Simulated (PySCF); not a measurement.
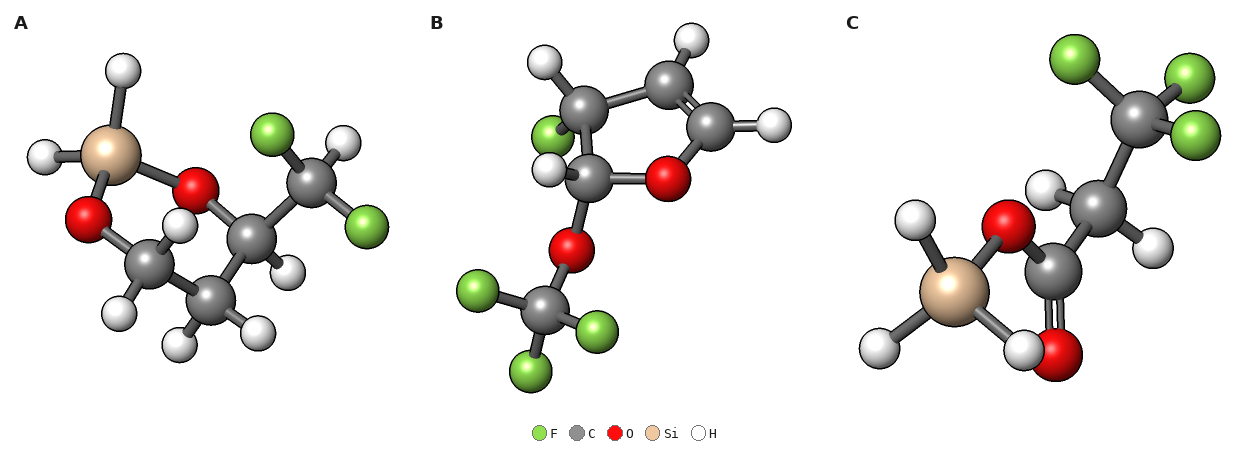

Figure made from data computed with PySCF.

**Match each picture to its SMILES.**
(1) F[C@@H]1C=CO[C@@H]1OC(F)(F)F
(2) O=C(CC(F)(F)F)O[SiH3]
(3) FC(F)[C@H]1CCO[SiH2]O1

A is (3), B is (1), C is (2).
